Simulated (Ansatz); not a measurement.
Three curves of one kind of scan: energy against volume (even scaling of the relaxed cell, symmetry kept). Level of theory: PBEsol (plane waves to 420 eV, PAW, scalar-relativistic; Ansatz, a program for electronic structure). Each is measured from its own zero (the relaxed starting cell). 

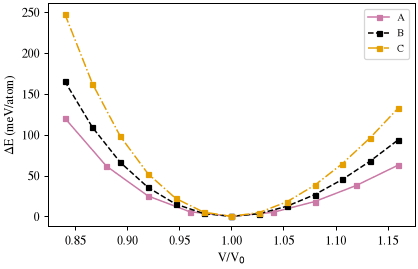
Curves A, B and C.

```
V/V₀   ΔE (meV/atom)
-----  -------------
0.840            166
0.893             66
0.947             15
1.000              0
1.053             12
1.107             45
1.160             93
```

### Question
Which curve does this table belong to?

### Answer
Curve B, which is La2InCu2 (space group P4/mbm). The others: A is SrTl₂ (space group P6_3/mmc); C is TiHg (space group P4/mmm).

All were relaxed with their symmetry unable to fall. La2InCu2 is run without spin polarisation. Spin-orbit coupling is left out. TiHg is run without spin polarisation.

(A scan under strain: stresses follow from slopes of the energy per volume, elastic moduli from its curvatures.)
